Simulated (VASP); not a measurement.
Here is the system:

```xyz
2
Lattice="0.0000 2.5446 2.5446 2.5446 0.0000 2.5446 2.5446 2.5446 0.0000" Properties=species:S:1:pos:R:3 pbc="T T T"
Li     0.0000     0.0000     0.0000
Cl     2.5446     2.5446     2.5446
```

The numbers are results of vdW-DF-cx, VASP's PBE PAW potentials (set 64) (plane waves; VASP), not measurements. Numerical set-up: 520 eV cut-off, 10×10×10 Γ-centred mesh, tetrahedra with Blöchl corrections, potentials Li_sv Cl.

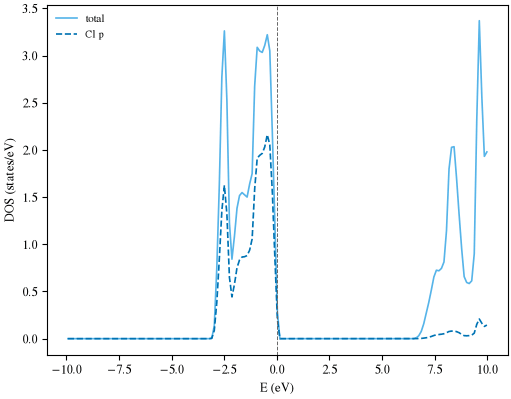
*Total and projected density of states, zero at the valence-band maximum*

Within 2 eV below the valence-band maximum the largest weight inside VASP's projection spheres is Cl p.

The gap is direct, 6.51 eV, from the valence maximum at Γ to the conduction minimum at Γ.

The compound is LiCl in the rock salt structure. It was relaxed first.
